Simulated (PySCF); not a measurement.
# H3SiCHF2: NMR shifts at several levels of theory, part 2 of 2

PySCF 2.14.0. Atoms count from 0. Earlier steps stand in the parts before.

## Step 10: Nuclear shieldings: PBE0/6-31G

Job settings and geometry (Å):

```
{"job": {"kind": "nmr", "xc": "PBE0", "basis": "6-31G", "pop": true}, "charge": 0, "multiplicity": 1}
F     -1.385402     0.983907    -0.859036
C     -0.966054     0.022634     0.005418
F     -1.422226    -1.176776    -0.441996
Si     0.955043    -0.002637     0.055743
H     -1.444500     0.219891     0.983635
H      1.392251    -1.086763     0.981598
H      1.438562     1.318559     0.550215
H      1.450447    -0.259995    -1.324708
```

With the program's defaults for keys left out, this is: GIAO PBE0/6-31G NMR shielding, non-relativistic, gas phase.

Log:

```text
coarse grid: 7368 points
cycle   1  E = -529.1204587325  dE =  3.275e-01  |g| = 6.415e-01  |ddm| = 2.429e+00
cycle   2  E = -529.0370506939  dE =  8.341e-02  |g| = 9.742e-01  |ddm| = 1.140e+00
cycle   3  E = -529.1996970943  dE = -1.626e-01  |g| = 1.273e-02  |ddm| = 6.505e-01
cycle   4  E = -529.1997251631  dE = -2.807e-05  |g| = 7.924e-03  |ddm| = 2.744e-02
cycle   5  E = -529.1997436390  dE = -1.848e-05  |g| = 1.091e-03  |ddm| = 1.037e-02
cycle   6  E = -529.1997439540  dE = -3.150e-07  |g| = 3.135e-04  |ddm| = 1.663e-03
final grid: 67832 points
cycle   7  E = -529.1879924493  dE = -8.037e-06  |g| = 6.013e-03  |ddm| = 1.038e-02
cycle   8  E = -529.1879859797  dE =  6.470e-06  |g| = 8.533e-03  |ddm| = 9.989e-03
cycle   9  E = -529.1879999385  dE = -1.396e-05  |g| = 3.314e-04  |ddm| = 5.623e-03
cycle  10  E = -529.1879999642  dE = -2.572e-08  |g| = 7.419e-05  |ddm| = 4.082e-04
cycle  11  E = -529.1879999655  dE = -1.243e-09  |g| = 1.533e-05  |ddm| = 9.514e-05
cycle  12  E = -529.1879999655  dE = -5.525e-11  |g| = 6.948e-06  |ddm| = 2.183e-05
converged SCF energy = -529.1879999655

GIAO shielding tensors (ppm)
atom      isotropic    diamagn.    paramagn.     s11        s22        s33       span
  0 F      321.326     471.885    -150.558    195.571    324.176    444.232    248.662
  1 C       81.373     244.968    -163.594     57.464     85.597    101.059     43.595
  2 F      321.206     471.899    -150.693    195.153    323.958    444.505    249.352
  3 Si     488.788     880.509    -391.721    470.011    473.052    523.300     53.289
  4 H       25.986      27.947      -1.961     23.559     24.684     29.714      6.155
  5 H       28.808      28.365       0.443     25.489     27.043     33.891      8.401
  6 H       28.808      28.362       0.446     25.500     27.031     33.892      8.392
  7 H       28.676      28.316       0.360     25.585     27.111     33.331      7.746
```

Run time: 2.7 s. Hardware: 1 thread, shared host.

This run: δ C1 118.2, F0 -143.9, Si3 -44.0, H4 6.63, H5 3.85 ppm (means over like atoms).

## Step 11: Nuclear shieldings: PBE0/6-31G*

Settings changed since step 10:

```diff
@@ -1,2 +1,2 @@
-{"job": {"kind": "nmr", "xc": "PBE0", "basis": "6-31G", "pop": true}, "charge": 0, "multiplicity": 1}
+{"job": {"kind": "nmr", "xc": "PBE0", "basis": "6-31G*", "pop": true}, "charge": 0, "multiplicity": 1}
 F     -1.385402     0.983907    -0.859036
```

Method: GIAO PBE0/6-31G* NMR shielding, non-relativistic, gas phase.

Log:

```text
coarse grid: 7368 points
cycle   1  E = -529.2172690930  dE =  2.286e-01  |g| = 6.402e-01  |ddm| = 2.381e+00
cycle   2  E = -529.1443792394  dE =  7.289e-02  |g| = 9.367e-01  |ddm| = 9.302e-01
cycle   3  E = -529.2865215569  dE = -1.421e-01  |g| = 2.506e-02  |ddm| = 5.572e-01
cycle   4  E = -529.2866465275  dE = -1.250e-04  |g| = 1.157e-02  |ddm| = 3.209e-02
cycle   5  E = -529.2866800025  dE = -3.347e-05  |g| = 2.872e-03  |ddm| = 1.340e-02
cycle   6  E = -529.2866818035  dE = -1.801e-06  |g| = 1.647e-04  |ddm| = 2.588e-03
final grid: 67832 points
cycle   7  E = -529.2749727063  dE = -1.217e-05  |g| = 6.183e-03  |ddm| = 1.024e-02
cycle   8  E = -529.2749661789  dE =  6.527e-06  |g| = 8.804e-03  |ddm| = 9.044e-03
cycle   9  E = -529.2749801417  dE = -1.396e-05  |g| = 3.278e-04  |ddm| = 5.049e-03
cycle  10  E = -529.2749801648  dE = -2.314e-08  |g| = 1.188e-04  |ddm| = 4.338e-04
cycle  11  E = -529.2749801677  dE = -2.881e-09  |g| = 1.623e-05  |ddm| = 1.133e-04
cycle  12  E = -529.2749801677  dE = -5.855e-11  |g| = 6.025e-06  |ddm| = 1.719e-05
converged SCF energy = -529.2749801677

GIAO shielding tensors (ppm)
atom      isotropic    diamagn.    paramagn.     s11        s22        s33       span
  0 F      334.959     470.503    -135.545    211.980    338.081    454.815    242.835
  1 C       79.268     241.674    -162.406     58.867     82.231     96.706     37.839
  2 F      334.891     470.519    -135.628    211.703    337.884    455.086    243.383
  3 Si     455.378     881.356    -425.978    438.240    447.321    480.575     42.335
  4 H       25.677      27.173      -1.496     23.325     25.243     28.462      5.137
  5 H       27.909      28.790      -0.881     25.079     26.240     32.408      7.330
  6 H       27.908      28.780      -0.872     25.089     26.221     32.414      7.325
  7 H       27.775      28.871      -1.096     25.043     26.357     31.926      6.883
```

Run time: 3.1 s. Hardware: 1 thread, shared host.

In short: δ C1 114.9, F0 -136.0, Si3 -37.3, H4 6.29, H5 4.10 ppm (means over like atoms).

## Step 12: Nuclear shieldings: PBE0/6-311+G(2d,p)

Settings changed since step 11:

```diff
@@ -1,2 +1,2 @@
-{"job": {"kind": "nmr", "xc": "PBE0", "basis": "6-31G*", "pop": true}, "charge": 0, "multiplicity": 1}
+{"job": {"kind": "nmr", "xc": "PBE0", "basis": "6-311+G(2d,p)", "pop": true}, "charge": 0, "multiplicity": 1}
 F     -1.385402     0.983907    -0.859036
```

Method: GIAO PBE0/6-311+G(2d,p) NMR shielding, non-relativistic, gas phase.

Log:

```text
coarse grid: 7368 points
cycle   1  E = -529.3206311003  dE =  2.240e-01  |g| = 6.226e-01  |ddm| = 2.079e+00
cycle   2  E = -529.2460808717  dE =  7.455e-02  |g| = 9.482e-01  |ddm| = 7.079e-01
cycle   3  E = -529.3807291564  dE = -1.346e-01  |g| = 3.663e-02  |ddm| = 4.249e-01
cycle   4  E = -529.3808990799  dE = -1.699e-04  |g| = 7.950e-03  |ddm| = 2.173e-02
cycle   5  E = -529.3809062023  dE = -7.122e-06  |g| = 2.322e-03  |ddm| = 6.094e-03
final grid: 67832 points
cycle   6  E = -529.3941835991  dE = -2.905e-05  |g| = 6.052e-03  |ddm| = 1.987e-02
cycle   7  E = -529.3941799161  dE =  3.683e-06  |g| = 7.573e-03  |ddm| = 9.178e-03
cycle   8  E = -529.3941920112  dE = -1.210e-05  |g| = 8.834e-04  |ddm| = 4.787e-03
cycle   9  E = -529.3941921145  dE = -1.033e-07  |g| = 2.633e-04  |ddm| = 5.660e-04
cycle  10  E = -529.3941921246  dE = -1.005e-08  |g| = 2.097e-05  |ddm| = 1.340e-04
cycle  11  E = -529.3941921246  dE = -6.332e-11  |g| = 1.066e-05  |ddm| = 1.999e-05
converged SCF energy = -529.3941921246

GIAO shielding tensors (ppm)
atom      isotropic    diamagn.    paramagn.     s11        s22        s33       span
  0 F      321.288     464.490    -143.203    191.088    314.670    458.105    267.018
  1 C       66.189     244.618    -178.429     45.800     69.480     83.288     37.488
  2 F      321.172     464.501    -143.328    190.513    314.392    458.613    268.100
  3 Si     415.551     879.473    -463.922    396.139    404.992    445.522     49.384
  4 H       25.276      29.397      -4.122     23.155     25.436     27.237      4.082
  5 H       27.370      28.268      -0.898     24.698     25.551     31.861      7.163
  6 H       27.368      28.267      -0.899     24.703     25.535     31.864      7.161
  7 H       27.319      28.118      -0.799     24.769     25.830     31.359      6.590
```

Wall time 7.1 s (1 thread, shared host).

This run: δ C1 120.2, F0 -146.5, Si3 -71.1, H4 6.23, H5 4.16 ppm (means over like atoms).

## Step 13: Nuclear shieldings: PBE0/def2-SVP

Settings changed since step 12:

```diff
@@ -1,2 +1,2 @@
-{"job": {"kind": "nmr", "xc": "PBE0", "basis": "6-311+G(2d,p)", "pop": true}, "charge": 0, "multiplicity": 1}
+{"job": {"kind": "nmr", "xc": "PBE0", "basis": "def2-SVP", "pop": true}, "charge": 0, "multiplicity": 1}
 F     -1.385402     0.983907    -0.859036
```

Level: GIAO PBE0/def2-SVP NMR shielding, non-relativistic, gas phase.

Log:

```text
coarse grid: 7368 points
cycle   1  E = -528.8917654373  dE =  2.069e-01  |g| = 6.350e-01  |ddm| = 2.598e+00
cycle   2  E = -528.8206529205  dE =  7.111e-02  |g| = 9.192e-01  |ddm| = 9.948e-01
cycle   3  E = -528.9603396622  dE = -1.397e-01  |g| = 2.782e-02  |ddm| = 5.972e-01
cycle   4  E = -528.9604921909  dE = -1.525e-04  |g| = 6.526e-03  |ddm| = 2.732e-02
cycle   5  E = -528.9605018066  dE = -9.616e-06  |g| = 3.124e-03  |ddm| = 1.006e-02
final grid: 67832 points
cycle   6  E = -529.0271366389  dE = -1.241e-05  |g| = 4.783e-03  |ddm| = 1.011e-02
cycle   7  E = -529.0271336486  dE =  2.990e-06  |g| = 6.479e-03  |ddm| = 7.292e-03
cycle   8  E = -529.0271403444  dE = -6.696e-06  |g| = 2.716e-04  |ddm| = 4.044e-03
cycle   9  E = -529.0271403588  dE = -1.439e-08  |g| = 1.099e-04  |ddm| = 3.542e-04
cycle  10  E = -529.0271403618  dE = -2.932e-09  |g| = 1.605e-05  |ddm| = 1.224e-04
cycle  11  E = -529.0271403618  dE = -5.525e-11  |g| = 7.678e-06  |ddm| = 2.089e-05
converged SCF energy = -529.0271403618

GIAO shielding tensors (ppm)
atom      isotropic    diamagn.    paramagn.     s11        s22        s33       span
  0 F      342.036     470.509    -128.474    224.121    331.118    470.868    246.746
  1 C       77.838     244.861    -167.023     55.856     80.142     97.515     41.659
  2 F      341.955     470.529    -128.574    223.677    330.855    471.332    247.655
  3 Si     473.237     880.041    -406.804    454.038    460.172    505.500     51.462
  4 H       25.561      28.912      -3.351     23.379     25.375     27.928      4.549
  5 H       27.499      28.635      -1.136     24.704     25.702     32.090      7.386
  6 H       27.498      28.627      -1.129     24.717     25.684     32.091      7.374
  7 H       27.374      28.585      -1.211     24.686     25.792     31.643      6.957
```

Run time: 4.1 s. Hardware: 1 thread, shared host.

This run: δ C1 115.9, F0 -127.4, Si3 -66.1, H4 5.78, H5 3.89 ppm (means over like atoms).

## Step 14: Nuclear shieldings: PBE0/def2-TZVP

Settings changed since step 13:

```diff
@@ -1,2 +1,2 @@
-{"job": {"kind": "nmr", "xc": "PBE0", "basis": "def2-SVP", "pop": true}, "charge": 0, "multiplicity": 1}
+{"job": {"kind": "nmr", "xc": "PBE0", "basis": "def2-TZVP", "pop": true}, "charge": 0, "multiplicity": 1}
 F     -1.385402     0.983907    -0.859036
```

Level: GIAO PBE0/def2-TZVP NMR shielding, non-relativistic, gas phase.

Log:

```text
coarse grid: 7368 points
cycle   1  E = -529.3537734188  dE =  2.237e-01  |g| = 6.263e-01  |ddm| = 2.011e+00
cycle   2  E = -529.2792810490  dE =  7.449e-02  |g| = 9.551e-01  |ddm| = 6.907e-01
cycle   3  E = -529.4145902522  dE = -1.353e-01  |g| = 3.182e-02  |ddm| = 4.108e-01
cycle   4  E = -529.4147354429  dE = -1.452e-04  |g| = 7.058e-03  |ddm| = 1.873e-02
cycle   5  E = -529.4147424520  dE = -7.009e-06  |g| = 8.012e-04  |ddm| = 4.760e-03
final grid: 67832 points
cycle   6  E = -529.4195048208  dE = -4.110e-05  |g| = 4.550e-03  |ddm| = 2.173e-02
cycle   7  E = -529.4195024867  dE =  2.334e-06  |g| = 5.885e-03  |ddm| = 5.701e-03
cycle   8  E = -529.4195090873  dE = -6.601e-06  |g| = 6.340e-04  |ddm| = 3.038e-03
cycle   9  E = -529.4195091375  dE = -5.028e-08  |g| = 2.457e-04  |ddm| = 5.116e-04
cycle  10  E = -529.4195091473  dE = -9.743e-09  |g| = 2.434e-05  |ddm| = 1.581e-04
cycle  11  E = -529.4195091474  dE = -1.050e-10  |g| = 7.968e-06  |ddm| = 1.861e-05
converged SCF energy = -529.4195091474

GIAO shielding tensors (ppm)
atom      isotropic    diamagn.    paramagn.     s11        s22        s33       span
  0 F      321.832     466.760    -144.928    189.123    316.265    460.107    270.984
  1 C       63.853     238.004    -174.150     42.580     66.768     82.212     39.632
  2 F      321.721     466.784    -145.063    188.596    316.018    460.549    271.953
  3 Si     405.138     879.511    -474.373    386.055    394.034    435.325     49.270
  4 H       25.316      28.129      -2.813     23.275     25.516     27.157      3.882
  5 H       27.331      28.855      -1.524     24.734     25.495     31.763      7.030
  6 H       27.328      28.849      -1.521     24.738     25.479     31.767      7.029
  7 H       27.301      28.892      -1.591     24.850     25.773     31.280      6.430
```

Run time: 8 s. Hardware: 1 thread, shared host.

This run: δ C1 122.8, F0 -142.9, Si3 -73.6, H4 6.17, H5 4.16 ppm (means over like atoms).

## Step 15: Comparing the runs: NMR shifts

Shifts (ppm), means over like atoms, with basis size and wall time (the measured row can stand on another reference than the computed rows):

| run | C1 | H4 | H5 | F0 | Si3 | functions | time |
| --- | --- | --- | --- | --- | --- | --- | --- |
| WP04/pcSseg-2 | 129.4 | 6.04 | 3.49 | -145.2 | -66.3 | 207 | 9.8 s |
| B97-2/pcSseg-2 | 124.5 | 6.21 | 3.87 | -144.1 | -70.9 | 207 | 9.6 s |
| BHandHLYP/pcSseg-2 | 121.3 | 5.92 | 3.86 | -135.3 | -69.7 | 207 | 9.4 s |
| CAM-B3LYP/pcSseg-2 | 127.7 | 6.19 | 3.92 | -137.8 | -74.0 | 207 | 12 s |
| wB97X-D/pcSseg-2 | 125.0 | 6.13 | 3.94 | -140.1 | -71.6 | 207 | 13 s |
| LC-wPBE/pcSseg-2 | 127.3 | 6.13 | 3.92 | -129.1 | -68.5 | 207 | 18 s |
| PBE0/STO-3G | 85.9 | 3.10 | 1.95 | -118.7 | -80.9 | 28 | 1.3 s |
| PBE0/6-31G | 118.2 | 6.63 | 3.85 | -143.9 | -44.0 | 48 | 2.7 s |
| PBE0/6-31G* | 114.9 | 6.29 | 4.10 | -136.0 | -37.3 | 68 | 3.1 s |
| PBE0/6-311+G(2d,p) | 120.2 | 6.23 | 4.16 | -146.5 | -71.1 | 140 | 7.1 s |
| PBE0/def2-SVP | 115.9 | 5.78 | 3.89 | -127.4 | -66.1 | 80 | 4.1 s |
| PBE0/def2-TZVP | 122.8 | 6.17 | 4.16 | -142.9 | -73.6 | 154 | 8 s |
| measured | – | – | – | -128.9 | – | – | – |

Measured: G. Saielli, R. Bini, A. Bagno, Computational 19F NMR. 2. Organic compounds, RSC Adv. 2014, ESI (exp. from Berger-Braun-Kalinowski 1994 and Everett 1995).

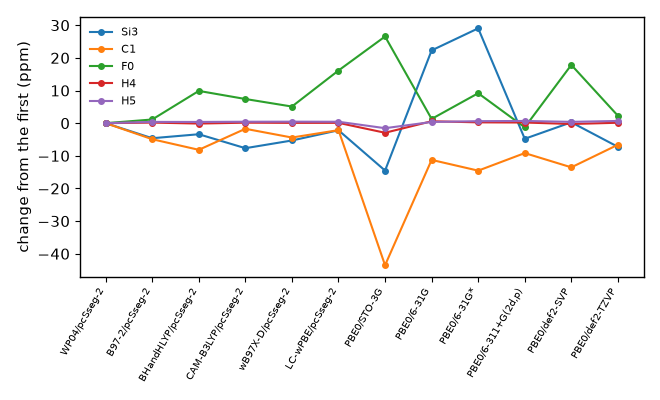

How the tabulated atoms move from run to run.

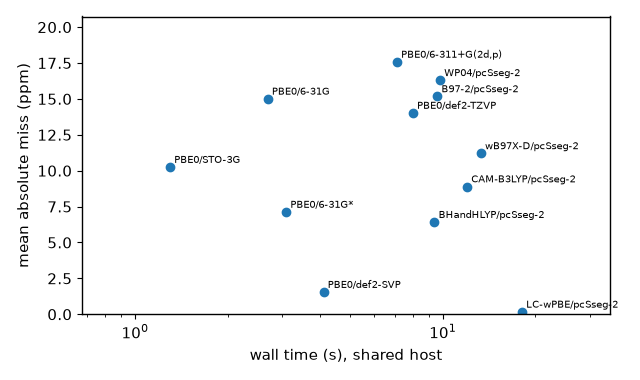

Cost against miss for the one measured 19F shift.

## Step 16: Outcome

What follows sums up all 2 parts.

```
                                                                 quantity                                             value
                                                              point group                                                Cs
                                     rotational constants (main isotopes)                              8.89, 4.24, 3.15 GHz
                                   13C shifts against TMS (WP04/pcSseg-2)                                         129.4 ppm
   1H shifts against TMS (WP04/pcSseg-2, means over atoms taken as alike)                                    6.04, 3.49 ppm
19F shifts against CFCl3 (WP04/pcSseg-2, means over atoms taken as alike)                                        -145.2 ppm
                                  29Si shifts against TMS (WP04/pcSseg-2)                                         -66.3 ppm
                                 measured, and computed on the same scale                           F0 δ -128.9, -145.2 ppm
                                                range of the shift of Si3                                -80.9 to -37.3 ppm
                                            property runs in this session  12, of which 0 failed and 1 gave unsound results
```

Single values in the summary come from the first run of each kind that ended normally (WP04/pcSseg-2), which need not be the best level. Over 3 steps the energy fell by 0.063 eV; of the close pairs, Si3–H6 changed most, 1.460 to 1.491 Å. H4 (hydrogen on an sp3 CH bonded to 2 F and Si) lies farthest downfield among hydrogen, at 6.04 ppm; its carbon carries F, which withdraws density. At WP04/pcSseg-2: The largest span, 257 ppm, is at F0, F2, where the paramagnetic term is -148 ppm. The one measured 19F shift is missed by -16.3 ppm (computed less measured, unscaled). Vibration, temperature and solvent are missing from the calculation, so part of the miss against the measured shifts is not the functional's. Across the 12 runs the shift of Si3 moves most, between -80.9 (PBE0/STO-3G) and -37.3 ppm (PBE0/6-31G*). A minimal basis is unusable for shieldings, so that end is no result. For the one measured 19F shift, LC-wPBE/pcSseg-2 misses least (0.17 ppm, 18 s) and PBE0/6-311+G(2d,p) most (17.58 ppm, 7.1 s); the quickest, PBE0/STO-3G, misses by 10.25 ppm in 1.3 s. One molecule ranks no method: errors cancel, and vibration and temperature are missing from all runs.
